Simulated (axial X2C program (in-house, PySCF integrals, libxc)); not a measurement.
**A two-component session on GaF⁺: properties at the nuclei**

Wanted for GaF⁺: properties at the nuclei, at the two-component level.

The runs use an in-house X2C program for linear molecules on PySCF integrals; two-component X2C with atomic mean-field terms, Ga dyall-acv3z, F dyall-av3z.

All values are calculated.

## Step 1: Set-up

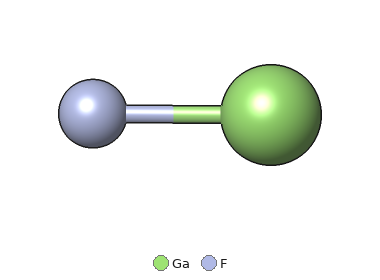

The two atoms at 1.880 Å (gallium green, fluorine light blue).

The input, task.json:

```json
{
 "zs": [
  31,
  9
 ],
 "q": 1,
 "bas": [
  "dyall-acv3z",
  "dyall-av3z"
 ],
 "r0": 1.88,
 "levels": [
  "PBE0",
  "HF",
  "B3LYP"
 ],
 "nst": 1,
 "ff": 1,
 "thr": -3.5,
 "nmax": 130,
 "opt": {
  "ecut": 60
 }
}
```

Keys: zs atomic numbers; q charge; bas basis sets; r0 starting distance in Å; levels methods (HF also brings MP2); nst determinants followed; ff finite-field run; thr threshold in hartree for freezing inner shells (an s shell follows its p shell); nmax most natural virtual spinors; ecut virtual cutoff in hartree.

On the command line:

```console
$ python soeom.py task.json out
```

Nuclei are Gaussian, cores are contracted, and the Gaunt term is on.

## Step 2: Expectation values, lowest determinant

R = 1.703 Å. State: Ω = 1/2 (excess of +ω over −ω: ω = 1/2).

Output of the PBE0 run:

```text
two-component X2C + atomic mean field  PBE0
basis functions 178  fitting functions 977  grid points 5078
iter        total energy     max residual
   1      -2042.625772762     5.84e-06
   2      -2042.625772763     5.14e-06
converged
one-electron -3007.02493036  Coulomb 964.37286904  exact exchange -21.07338190  xc functional -64.94342785  nuclear repulsion 86.69432874  atomic mean-field constant -0.65123043
```

The highest occupied spinor is 51% Ga s, 22% F p, 22% Ga p.

```csv
level,Eeff magnitude (GV/cm),Ws magnitude Ga (kHz),A∥/gI Ga (MHz),qzz Ga (a.u.),A∥/gI F (MHz),qzz F (a.u.)
PBE0,3.99,3.41,5010,-2.41,171,2.15
HF,4.28,3.65,5190,-3.27,161,1.75
B3LYP,3.93,3.36,4910,-2.23,187,2.25
```

Eeff is the effective electric field on the electron dipole moment in this Ω state and Ws the scalar–pseudoscalar constant (defined with the proton number Z and per Ω); A∥ is the parallel hyperfine constant, which follows by multiplying with the nuclear g factor gI = μI/(I μN); qzz is the electric field gradient, eQq0 = 234.96 MHz × Q/barn × qzz. The operators were transformed with the bare-nucleus X2C matrices.

## Step 3: Finite-field coupled cluster

Output:

```text
two-component X2C + atomic mean field  HF
basis functions 178  fitting functions 977  grid points 5078
iter        total energy     max residual
   1      -2040.902490606     1.66e-01
   2      -2040.932473933     9.54e-03
   3      -2040.934162296     7.11e-03
   4      -2040.934803661     2.62e-03
   5      -2040.935021782     1.40e-03
   6      -2040.935110567     1.32e-03
   7      -2040.935168547     6.95e-04
   8      -2040.935198184     2.14e-04
   9      -2040.935200670     7.37e-05
  10      -2040.935200915     2.90e-05
  11      -2040.935200952     8.18e-06
  12      -2040.935200955     1.62e-06
  13      -2040.935200955     5.26e-07
converged
one-electron -3007.70402320  Coulomb 965.21610293  exact exchange -84.49037899  xc functional 0.00000000  nuclear repulsion 86.69432874  atomic mean-field constant -0.65123043
correlated 19  virtual 297  natural virtual 130  E(MP2) -0.780277766  MP2 remainder -0.036560407
iter   CCSD correlation   residual
   1     -0.685884733   1.41e-01
   2     -0.701990004   6.43e-02
   3     -0.706176842   1.99e-02
   4     -0.706033724   8.61e-03
   5     -0.705968753   2.87e-03
   6     -0.706009796   1.24e-03
   7     -0.706006006   5.46e-04
   8     -0.706008558   1.82e-04
   9     -0.706009330   6.50e-05
  10     -0.706007918   2.47e-05
  11     -0.706008269   8.75e-06
  12     -0.706008071   3.37e-06
  13     -0.706008066   1.55e-06
(T) -0.019678048  T1 0.0246  D1 0.0665  max T2 0.035
```

T1 in the output is the amplitude norm over the root of the electron number; divide by √2 for the Lee–Taylor value.

19 electrons correlated in 130 natural virtual spinors, MP2 remainder added; T1 = 0.017.

```csv
level,Eeff magnitude (GV/cm),Ws magnitude Ga (kHz),A∥/gI Ga (MHz),qzz Ga (a.u.),A∥/gI F (MHz)
HF,4.28,3.65,5190,-3.27,161
MP2,4.24,3.64,5470,-2.89,137
CCSD,4.2,3.6,5200,-2.86,158
CCSD(T),4.12,3.52,5150,-2.75,161
```

## Step 4: What came out

```
                       quantity                                    value
             lowest determinant  Ω = 1/2 (excess of +ω over −ω: ω = 1/2)
   Eeff magnitude (GV/cm), PBE0                                     3.99
    Ws magnitude Ga (kHz), PBE0                                     3.41
           A∥/gI Ga (MHz), PBE0                                     5010
            qzz Ga (a.u.), PBE0                                    -2.41
Eeff magnitude (GV/cm), CCSD(T)                                     4.12
 Ws magnitude Ga (kHz), CCSD(T)                                     3.52
        A∥/gI Ga (MHz), CCSD(T)                                     5150
         qzz Ga (a.u.), CCSD(T)                                    -2.75
```

**Reading.** In the first state, the effective field runs from 3.93 to 4.28 GV/cm over the mean-field levels. The expectation values come from single determinants, which for open shells can mix terms of unlike spin or miss the lowest Ω, so a determinant need not be a state. Eeff is the effective electric field on the electron dipole moment in this Ω state and Ws the scalar–pseudoscalar constant (defined with the proton number Z and per Ω); A∥ is the parallel hyperfine constant, which follows by multiplying with the nuclear g factor gI = μI/(I μN); qzz is the electric field gradient, eQq0 = 234.96 MHz × Q/barn × qzz. The operators were transformed with the bare-nucleus X2C matrices. Correlation of the inner shells is missing, which matters for properties at the nucleus.
